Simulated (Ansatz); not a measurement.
# BSi₂ (quartet): wave-function methods side by side, cc-pVDZ

How much of the correlation energy of BSi₂ (quartet) does each wave-function method recover here?

Program: Ansatz 0.2.0, Gaussian basis. Level of theory: cc-pVDZ, core rule «outside noble gas», up to 11 orbitals frozen. These are calculated values, not measurements.

To be run: UHF; CCSD(T) on ROHF; CCSD(T) on UHF; BCCD(T) on ROHF; CISD as a restricted active space (open shells left free, so some higher excitations enter); CCSDT(Q) on ROHF; CCSDT(Q) on UHF; CASSCF and MRCISD+Q, 11 electrons in 11 orbitals; CASSCF and NEVPT2, 11 electrons in 11 orbitals.

20 further runs of the same task are left out: 9 that didn't finish, 11 set aside as unsound or not needed. Runs told in other sessions of the task aren't counted.

### 1 The system

The geometry is a PBE0/def2-TZVP stationary point (not a proven minimum).

3 atoms, charge 0, spin multiplicity 4.

Atoms are counted from 1 here; the program's logs count them from 0.

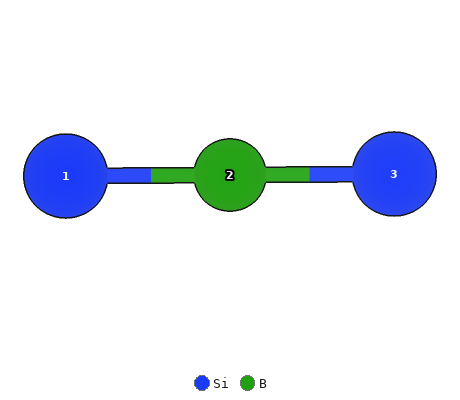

The structure; silicon blue, boron green; atoms are numbered from 1 in the order of the file.

In the tables R marks a restricted open-shell determinant and U an unrestricted one; 'frontier' is the active space of 11 electrons in 11 orbitals; energies count from the table's Hartree-Fock row.

### 2 UHF

File in.yaml:

```yaml
crystal:
  periodic: [false, false, false]
  atoms:
    - {symbol: Si, position_ang: [0.000000, 0.000000, 1.954501]}
    - {symbol: B, position_ang: [0.000000, 0.000000, 0.000000]}
    - {symbol: Si, position_ang: [0.000000, 0.000000, -1.954501]}
basis:
  gaussian: {orbitals: cc-pVDZ}
magnetization: {spin_polarized: true, initial_magnetization: 3}
hamiltonian: {xc: hf}
output: {orbitals: {seedname: orbitals}}
```

Command:

```console
ansatz run in.yaml --threads 1 --pin off --events-out ev --progress --plain --max-ram 2393MiB
```

The program printed:

```text
Functional definition: HF
  name "HF"
  cite "Fock, Z. Phys. 61, 126 (1930) doi:10.1007/BF01340294"
  parent pbe
  exchange = exact_x
  correlation = 0
503 factors; integrals over basis functions are off by at most 9.8e-4 eV
mean field evaluation 1: about -16388.6686 eV, gradient 7.3e0 eV
mean field evaluation 2: about -16388.8140 eV, gradient 7.4e0 eV
mean field evaluation 4: about -16389.7713 eV, gradient 2.4e0 eV
mean field evaluation 8: about -16390.0210 eV, gradient 2.0e-1 eV
mean field evaluation 16: about -16390.1459 eV, gradient 9.4e-1 eV
mean field evaluation 32: about -16391.7008 eV, gradient 1.1e-4 eV
mean field evaluation 64: about -16391.6074 eV, gradient 7.0e-1 eV
mean field evaluation 96: about -16387.5223 eV, gradient 1.1e1 eV
mean field evaluation 128: about -16391.6312 eV, gradient 7.0e-1 eV
mean field evaluation 160: about -16389.7747 eV, gradient 2.4e0 eV
mean field evaluation 192: about -16390.1745 eV, gradient 4.8e-2 eV
mean field evaluation 224: about -16391.0125 eV, gradient 2.1e0 eV
mean field -16391.70079704 eV, -602.3838935975 hartree, gradient 1.5e-6 eV, S^2 3.786546; 5 other end points of the search recorded, 0 dependent functions left out
reference -16391.70079704 eV, -602.3838935975 hartree; 18, 15 occupied and 32, 35 virtual orbitals, 503 factors
Total energy: -16391.70079704 eV, -602.3838935975 hartree
```

Run time: 1.9 s. Hardware: 1 thread of Intel Xeon Platinum 8488C, shared host.

From the report: ⟨S²⟩ of the determinant 3.787 (pure quartet: 3.75).

### 3 CCSD(T) on ROHF

in.yaml, as its differences from that of step 2:

```diff
@@ -8,4 +8,4 @@
   gaussian: {orbitals: cc-pVDZ}
-magnetization: {spin_polarized: true, initial_magnetization: 3}
-hamiltonian: {xc: hf}
-output: {orbitals: {seedname: orbitals}}
+magnetization: {spin_polarized: false, initial_magnetization: 3}
+correlation: {method: ccsd_t, electrons: outside_noble_gas}
+output: {forces: true}
```

The command is unchanged.

The program printed, shortened:

```text
Functional definition: HF
  name "HF"
  cite "Fock, Z. Phys. 61, 126 (1930) doi:10.1007/BF01340294"
  parent pbe
[...]
503 factors; integrals over basis functions are off by at most 9.8e-4 eV
[...]
mean field -16391.49550369 eV, -602.3763492059 hartree, gradient 1.6e-6 eV, S^2 3.750000; 13 other end points of the search recorded, 0 dependent functions left out
[...]
determinant -16391.49550369 eV, -602.3763492059 hartree, with singles and doubles -16397.74004840 eV, -602.6058319913 hartree
determinant -16389.96357177 eV, -602.3200517463 hartree, with singles and doubles -16397.10518495 eV, -602.5825011898 hartree
determinant -16389.91512735 eV, -602.3182714467 hartree, with singles and doubles -16396.65118382 eV, -602.5658169561 hartree
determinant -16389.43093648 eV, -602.3004777604 hartree, with singles and doubles -16396.79704579 eV, -602.5711772847 hartree
determinant -16388.72742705 eV, -602.2746242658 hartree, with singles and doubles -16395.27239624 eV, -602.5151474470 hartree
11 core orbitals not correlated: weight in the atoms' cores, before any rotation towards them, 1.000 or more for the frozen orbitals, at most 0.000 for the correlated occupied ones
reference -16391.49550369 eV, -602.3763492059 hartree; 7, 4 occupied and 32, 35 virtual orbitals, 503 factors
second order -4.91490636 eV of doubles, -0.10549100 eV of singles
cycle   1  -6.24421599 eV  change    3.3e-4 eV  update   8.1e-4
[...]
cycle   9  -6.24414045 eV  change    3.8e-7 eV  update   2.4e-7
perturbative correction -0.26859471 eV, -0.0098706735 hartree
[...]
Total energy: -16398.00823885 eV, -602.6156878086 hartree
Atom 0 at     0.000000     0.000000     1.954501 Å, force    -0.000000    -0.000000     0.520487 eV/Å
Atom 1 at     0.000000     0.000000     0.000000 Å, force     0.000000     0.000000     0.000000 eV/Å
Atom 2 at     0.000000     0.000000    -1.954501 Å, force     0.000000     0.000000    -0.520487 eV/Å
Dipole moment:    -0.000000     0.000000    -0.000000 e Å
```

Wall time 8.5 s (1 thread of Intel Xeon Platinum 8488C, shared host).

From the report: correlation -6.5127 eV; T1 0.027; largest double amplitude 0.09.

### 4 CCSD(T) on UHF

in.yaml, as its differences from that of step 3:

```diff
@@ -8,3 +8,3 @@
   gaussian: {orbitals: cc-pVDZ}
-magnetization: {spin_polarized: false, initial_magnetization: 3}
+magnetization: {spin_polarized: true, initial_magnetization: 3}
 correlation: {method: ccsd_t, electrons: outside_noble_gas}
```

Same command.

The program printed, shortened:

```text
Functional definition: HF
  name "HF"
  cite "Fock, Z. Phys. 61, 126 (1930) doi:10.1007/BF01340294"
  parent pbe
[...]
503 factors; integrals over basis functions are off by at most 9.8e-4 eV
[...]
mean field -16391.70079704 eV, -602.3838935975 hartree, gradient 8.1e-9 eV, S^2 3.786546; 19 other end points of the search recorded, 0 dependent functions left out
determinant -16391.70079704 eV, -602.3838935975 hartree, with singles and doubles -16397.74690468 eV, -602.6060839550 hartree
determinant -16390.79589210 eV, -602.3506389542 hartree, with singles and doubles -16396.95037402 eV, -602.5768119931 hartree
determinant -16390.29456783 eV, -602.3322156271 hartree, with singles and doubles -16396.68814485 eV, -602.5671752487 hartree
determinant -16390.17557193 eV, -602.3278426086 hartree, with singles and doubles -16397.11738252 eV, -602.5829494423 hartree
[...]
11 core orbitals not correlated: weight in the atoms' cores, before any rotation towards them, 1.000 or more for the frozen orbitals, at most 0.000 for the correlated occupied ones
reference -16391.70079704 eV, -602.3838935975 hartree; 7, 4 occupied and 32, 35 virtual orbitals, 503 factors
second order -4.77063710 eV of doubles, -0.00000000 eV of singles
cycle   1  -6.04570136 eV  change    4.1e-4 eV  update   8.6e-4
[...]
cycle  16  -6.04558695 eV  change   -3.1e-9 eV  update   1.2e-8
perturbative correction -0.26121706 eV, -0.0095995498 hartree
[...]
the multipliers restart with 30 DIIS vectors
Total energy: -16398.00760105 eV, -602.6156643698 hartree
Atom 0 at     0.000000     0.000000     1.954501 Å, force    -0.000000    -0.000000     0.518165 eV/Å
Atom 1 at     0.000000     0.000000     0.000000 Å, force     0.000000    -0.000000     0.000000 eV/Å
Atom 2 at     0.000000     0.000000    -1.954501 Å, force    -0.000000     0.000000    -0.518165 eV/Å
Dipole moment:     0.000000     0.000000    -0.000000 e Å
```

Wall time 22 s (1 thread of Intel Xeon Platinum 8488C, shared host).

From the report: ⟨S²⟩ of the determinant 3.787 (pure quartet: 3.75); correlation -6.3068 eV; T1 0.027; largest double amplitude 0.09.

### 5 BCCD(T) on ROHF

in.yaml, as its differences from that of step 4:

```diff
@@ -8,4 +8,3 @@
   gaussian: {orbitals: cc-pVDZ}
-magnetization: {spin_polarized: true, initial_magnetization: 3}
-correlation: {method: ccsd_t, electrons: outside_noble_gas}
-output: {forces: true}
+magnetization: {spin_polarized: false, initial_magnetization: 3}
+correlation: {method: bccd_t, electrons: outside_noble_gas}
```

Same command.

The program printed, shortened:

```text
Functional definition: HF
  name "HF"
  cite "Fock, Z. Phys. 61, 126 (1930) doi:10.1007/BF01340294"
  parent pbe
[...]
503 factors; integrals over basis functions are off by at most 9.8e-4 eV
[...]
mean field -16391.49550369 eV, -602.3763492059 hartree, gradient 1.6e-6 eV, S^2 3.750000; 13 other end points of the search recorded, 0 dependent functions left out
[...]
determinant -16391.49550369 eV, -602.3763492059 hartree, with singles and doubles -16397.74004840 eV, -602.6058319913 hartree
determinant -16389.96357177 eV, -602.3200517463 hartree, with singles and doubles -16397.10518495 eV, -602.5825011898 hartree
determinant -16389.91512735 eV, -602.3182714467 hartree, with singles and doubles -16396.65118382 eV, -602.5658169561 hartree
determinant -16389.43093648 eV, -602.3004777604 hartree, with singles and doubles -16396.79704579 eV, -602.5711772847 hartree
determinant -16388.72742705 eV, -602.2746242658 hartree, with singles and doubles -16395.27239624 eV, -602.5151474470 hartree
11 core orbitals not correlated: weight in the atoms' cores, before any rotation towards them, 1.000 or more for the frozen orbitals, at most 0.000 for the correlated occupied ones
reference -16391.49550369 eV, -602.3763492059 hartree; 7, 4 occupied and 32, 35 virtual orbitals, 503 factors
second order -4.91490636 eV of doubles, -0.10549100 eV of singles
cycle   1  -6.24155876 eV  change    3.0e-3 eV  update   6.6e-3
[...]
cycle   8  -6.23731841 eV  change   -6.9e-6 eV  update   1.1e-5
perturbative correction -0.27704571 eV, -0.0101812420 hartree
Total energy: -16398.00986781 eV, -602.6157476717 hartree
```

Run time: 7.5 s. Hardware: 1 thread of Intel Xeon Platinum 8488C, shared host.

From the report: correlation -6.5144 eV; largest double amplitude 0.09.

### 6 CISD as a restricted active space (open shells left free, so some higher excitations enter)

in.yaml, as its differences from that of step 5:

```diff
@@ -9,2 +9,2 @@
 magnetization: {spin_polarized: false, initial_magnetization: 3}
-correlation: {method: bccd_t, electrons: outside_noble_gas}
+correlation: {active_space: {ras: {orbitals: [4, 3, 32], electrons: 11, max_holes: 2, max_particles: 2}, fixed_orbitals: true}}
```

Same command.

The program printed, shortened:

```text
Functional definition: HF
  name "HF"
  cite "Fock, Z. Phys. 61, 126 (1930) doi:10.1007/BF01340294"
  parent pbe
[...]
503 factors; integrals over basis functions are off by at most 9.8e-4 eV
[...]
mean field -16391.49550369 eV, -602.3763492059 hartree, gradient 1.6e-6 eV, S^2 3.750000; 12 other end points of the search recorded, 0 dependent functions left out
reference -16391.49550369 eV, -602.3763492059 hartree; 18, 15 occupied and 32, 35 virtual orbitals, 503 factors
state -16397.10478481 eV, -602.5824864850 hartree
Total energy: -16397.10478481 eV, -602.5824864850 hartree
```

Run time: 8.5 s. Hardware: 1 thread of Intel Xeon Platinum 8488C, shared host.

From the report: 28,160 determinants.

### 7 CCSDT(Q) on ROHF

in.yaml, as its differences from that of step 6:

```diff
@@ -9,2 +9,2 @@
 magnetization: {spin_polarized: false, initial_magnetization: 3}
-correlation: {active_space: {ras: {orbitals: [4, 3, 32], electrons: 11, max_holes: 2, max_particles: 2}, fixed_orbitals: true}}
+correlation: {method: ccsdt_q, electrons: outside_noble_gas}
```

Launched as before.

The program printed, shortened:

```text
Functional definition: HF
  name "HF"
  cite "Fock, Z. Phys. 61, 126 (1930) doi:10.1007/BF01340294"
  parent pbe
[...]
918 factors; integrals over basis functions are off by at most 1.7e-7 eV
[...]
mean field -16391.49552447 eV, -602.3763499694 hartree, gradient 7.0e-6 eV, S^2 3.750000; 15 other end points of the search recorded, 0 dependent functions left out
[...]
determinant -16391.49552447 eV, -602.3763499694 hartree, with singles and doubles -16397.74008578 eV, -602.6058333649 hartree
determinant -16389.96359392 eV, -602.3200525601 hartree, with singles and doubles -16397.10521687 eV, -602.5825023630 hartree
determinant -16389.91514939 eV, -602.3182722565 hartree, with singles and doubles -16396.65122988 eV, -602.5658186489 hartree
determinant -16389.43095756 eV, -602.3004785350 hartree, with singles and doubles -16396.79708041 eV, -602.5711785568 hartree
determinant -16388.72744512 eV, -602.2746249298 hartree, with singles and doubles -16395.27243205 eV, -602.5151487629 hartree
11 core orbitals not correlated: weight in the atoms' cores, before any rotation towards them, 1.000 or more for the frozen orbitals, at most 0.000 for the correlated occupied ones
reference -16391.49552447 eV, -602.3763499694 hartree; 7, 4 occupied and 32, 35 virtual orbitals, 918 factors
second order -4.91492821 eV of doubles, -0.10549095 eV of singles
cycle   1  -5.85912618 eV  change   -8.4e-1 eV  update   1.0e-1
[...]
cycle  18  -6.57466675 eV  change    1.3e-6 eV  update   1.1e-6
perturbative correction -0.02150006 eV, -0.0007901126 hartree
Total energy: -16398.09169127 eV, -602.6187546285 hartree
```

Run time: 27 s. Hardware: 1 thread of Intel Xeon Platinum 8488C, shared host; peak memory 0.44 GiB.

From the report: correlation -6.5962 eV; T1 0.029; largest double amplitude 0.12.

### 8 CCSDT(Q) on UHF

in.yaml, as its differences from that of step 7:

```diff
@@ -8,3 +8,3 @@
   gaussian: {orbitals: cc-pVDZ}
-magnetization: {spin_polarized: false, initial_magnetization: 3}
+magnetization: {spin_polarized: true, initial_magnetization: 3}
 correlation: {method: ccsdt_q, electrons: outside_noble_gas}
```

Same command.

The program printed, shortened:

```text
Functional definition: HF
  name "HF"
  cite "Fock, Z. Phys. 61, 126 (1930) doi:10.1007/BF01340294"
  parent pbe
[...]
918 factors; integrals over basis functions are off by at most 1.7e-7 eV
[...]
mean field -16391.70081824 eV, -602.3838943764 hartree, gradient 8.1e-9 eV, S^2 3.786546; 19 other end points of the search recorded, 0 dependent functions left out
determinant -16391.70081824 eV, -602.3838943764 hartree, with singles and doubles -16397.74694273 eV, -602.6060853532 hartree
determinant -16390.79591694 eV, -602.3506398669 hartree, with singles and doubles -16396.95040360 eV, -602.5768130801 hartree
determinant -16390.29458995 eV, -602.3322164398 hartree, with singles and doubles -16396.68819579 eV, -602.5671771208 hartree
determinant -16390.17559529 eV, -602.3278434670 hartree, with singles and doubles -16397.11741570 eV, -602.5829506616 hartree
[...]
determinant -16388.91394708 eV, -602.2814787502 hartree, with singles and doubles -16395.27931232 eV, -602.5154016082 hartree
determinant -16388.49249246 eV, -602.2659905787 hartree, with singles and doubles -16395.55947623 eV, -602.5256974422 hartree
determinant -16388.32255209 eV, -602.2597453853 hartree, with singles and doubles -16395.48079994 eV, -602.5228061418 hartree
11 core orbitals not correlated: weight in the atoms' cores, before any rotation towards them, 1.000 or more for the frozen orbitals, at most 0.000 for the correlated occupied ones
reference -16391.70081824 eV, -602.3838943764 hartree; 7, 4 occupied and 32, 35 virtual orbitals, 918 factors
second order -4.77065809 eV of doubles, -0.00000000 eV of singles
cycle   1  -5.61046824 eV  change   -8.4e-1 eV  update   1.1e-1
[...]
cycle  21  -6.37005857 eV  change   -3.4e-7 eV  update   2.8e-7
perturbative correction -0.02152667 eV, -0.0007910906 hartree
Total energy: -16398.09240348 eV, -602.6187808016 hartree
```

Wall time 31 s (1 thread of Intel Xeon Platinum 8488C, shared host); peak memory 0.38 GiB.

From the report: ⟨S²⟩ of the determinant 3.787 (pure quartet: 3.75); correlation -6.3916 eV; T1 0.029; largest double amplitude 0.12.

### 9 CASSCF and MRCISD+Q, 11 electrons in 11 orbitals

in.yaml, as its differences from that of step 8:

```diff
@@ -8,3 +8,3 @@
   gaussian: {orbitals: cc-pVDZ}
-magnetization: {spin_polarized: true, initial_magnetization: 3}
-correlation: {method: ccsdt_q, electrons: outside_noble_gas}
+magnetization: {spin_polarized: false, initial_magnetization: 3}
+correlation: {method: fic_mrcisd_q, electrons: outside_noble_gas, active_space: {window: {electrons: 11, orbitals: 11}}}
```

Same command.

The program printed, shortened:

```text
Functional definition: HF
  name "HF"
  cite "Fock, Z. Phys. 61, 126 (1930) doi:10.1007/BF01340294"
  parent pbe
[...]
503 factors; integrals over basis functions are off by at most 9.8e-4 eV
[...]
mean field -16391.49550369 eV, -602.3763492059 hartree, gradient 1.6e-6 eV, S^2 3.750000; 12 other end points of the search recorded, 0 dependent functions left out
reference -16391.49550369 eV, -602.3763492059 hartree; 18, 15 occupied and 32, 35 virtual orbitals, 503 factors
state -16393.38255257 eV, -602.4456969733 hartree
contracted CI cycle   1: correlation 0.00000000 eV, 0.0000000000 hartree, residual 1.35e1 eV
contracted CI cycle   2: correlation -3.99604697 eV, -0.1468520174 hartree, residual 2.92e0 eV
contracted CI cycle   3: correlation -4.17817020 eV, -0.1535449228 hartree, residual 6.50e-1 eV
contracted CI cycle   4: correlation -4.18761948 eV, -0.1538921773 hartree, residual 1.76e-1 eV
contracted CI cycle   5: correlation -4.18834972 eV, -0.1539190132 hartree, residual 5.24e-2 eV
contracted CI cycle   6: correlation -4.18841403 eV, -0.1539213764 hartree, residual 1.53e-2 eV
contracted CI cycle   7: correlation -4.18841936 eV, -0.1539215726 hartree, residual 4.23e-3 eV
contracted CI cycle   8: correlation -4.18841976 eV, -0.1539215870 hartree, residual 1.08e-3 eV
state -16393.38255257 eV, -602.4456969733 hartree; corrected -16398.02033393 eV, -602.6161322944 hartree
Total energy: -16398.02033393 eV, -602.6161322944 hartree
```

Wall time 76 s (1 thread of Intel Xeon Platinum 8488C, shared host); peak memory 0.94 GiB.

From the report: 54,400 determinants; active occupations 1.99, 1.98, 1.93, 1.92, 1.00, 0.99, 0.99, 0.07, 0.05, 0.04, 0.03.

### 10 CASSCF and NEVPT2, 11 electrons in 11 orbitals

in.yaml, as its differences from that of step 9:

```diff
@@ -9,2 +9,2 @@
 magnetization: {spin_polarized: false, initial_magnetization: 3}
-correlation: {method: fic_mrcisd_q, electrons: outside_noble_gas, active_space: {window: {electrons: 11, orbitals: 11}}}
+correlation: {method: sc_nevpt2, electrons: outside_noble_gas, active_space: {window: {electrons: 11, orbitals: 11}}}
```

Launched as before.

The program printed, shortened:

```text
Functional definition: HF
  name "HF"
  cite "Fock, Z. Phys. 61, 126 (1930) doi:10.1007/BF01340294"
  parent pbe
[...]
503 factors; integrals over basis functions are off by at most 9.8e-4 eV
[...]
mean field -16391.49550369 eV, -602.3763492059 hartree, gradient 1.6e-6 eV, S^2 3.750000; 12 other end points of the search recorded, 0 dependent functions left out
reference -16391.49550369 eV, -602.3763492059 hartree; 18, 15 occupied and 32, 35 virtual orbitals, 503 factors
state -16393.38255257 eV, -602.4456969733 hartree
state -16393.38255257 eV, -602.4456969733 hartree; corrected -16396.84134785 eV, -602.5728053551 hartree
Total energy: -16396.84134785 eV, -602.5728053551 hartree
```

Wall time 69 s (1 thread of Intel Xeon Platinum 8488C, shared host).

From the report: 54,400 determinants; active occupations 1.99, 1.98, 1.93, 1.92, 1.00, 0.99, 0.99, 0.07, 0.05, 0.04, 0.03.

### 11 All levels against the top one

No level here is safe as a reference; RCCSDT(Q) serves as a yardstick only. Rows without a time are mean-field rows or come out of runs for another level: lower rungs of the coupled-cluster runs, CASSCF and MRCISD of the multireference runs, or the Hartree-Fock search. The times of RCCSD(T), UCCSD(T) include forces.

Differences are taken before rounding.

```csv
method,energy from the lowest ROHF (meV),from RCCSDT(Q) (meV),time
ROHF,0.0,+6596.2,
UHF,-205.3,+6390.9,
RMP2,-5020.4,+1575.8,
UMP2,-4975.9,+1620.3,
CISD,-5609.3,+986.9,8.5 s
RCCSD,-6244.1,+352.0,
UCCSD,-6250.9,+345.3,
RCCSD(T),-6512.7,+83.5,8.5 s
UCCSD(T),-6512.1,+84.1,22 s
BCCD(T),-6514.4,+81.8,7.5 s
RCCSDT,-6574.7,+21.5,
UCCSDT,-6575.4,+20.8,
RCCSDT(Q),-6596.2,0,27 s
UCCSDT(Q),-6596.9,-0.7,31 s
CASSCF frontier,-1887.0,+4709.1,
NEVPT2 frontier,-5345.8,+1250.3,69 s
MRCISD frontier,-6075.5,+520.7,
MRCISD+Q frontier,-6524.8,+71.4,76 s
```

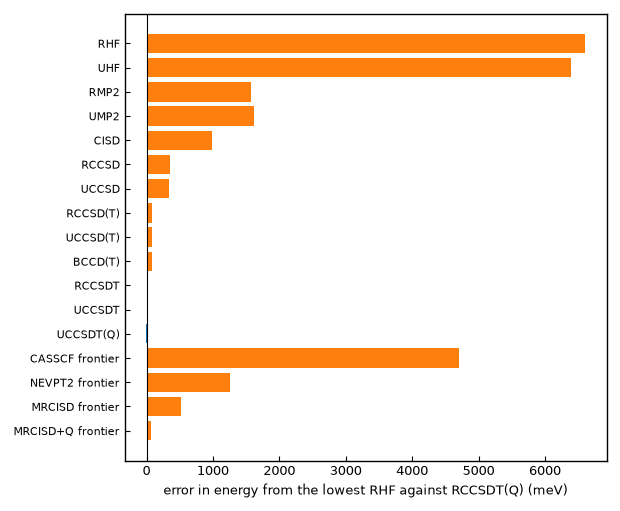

Deviations from RCCSDT(Q), method by method.

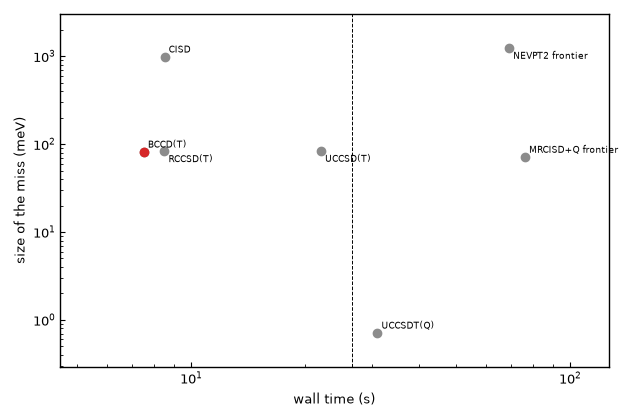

Accuracy for the time spent; red marks the levels that beat every quicker one drawn (of those quicker than the yardstick), and the dashed line is the time of RCCSDT(Q). Times are from a shared host.

With the free atoms at the same levels and basis (separate runs), the atomisation energy is 5.387 eV at RCCSDT(Q), 5.338 eV at RCCSD(T), 5.336 eV at UCCSD(T), 4.269 eV at ROHF.

### 12 Outcome

```
                        quantity        value
   RCCSDT(Q) from the ROHF energy   -6.5962 eV
             RMP2 from RCCSDT(Q)  +1575.8 meV
             UMP2 from RCCSDT(Q)  +1620.3 meV
            RCCSD from RCCSDT(Q)   +352.0 meV
         RCCSD(T) from RCCSDT(Q)    +83.5 meV
         UCCSD(T) from RCCSDT(Q)    +84.1 meV
        UCCSDT(Q) from RCCSDT(Q)     -0.7 meV
  NEVPT2 frontier from RCCSDT(Q)  +1250.3 meV
MRCISD+Q frontier from RCCSDT(Q)    +71.4 meV
                   T1 diagnostic        0.027
```

**Reading.** RCCSD(T) lands +83.5 meV from the yardstick (1.3 % of the correlation energy).

With open shells the CI space here admits some higher excitations, so it is larger than plain CISD.
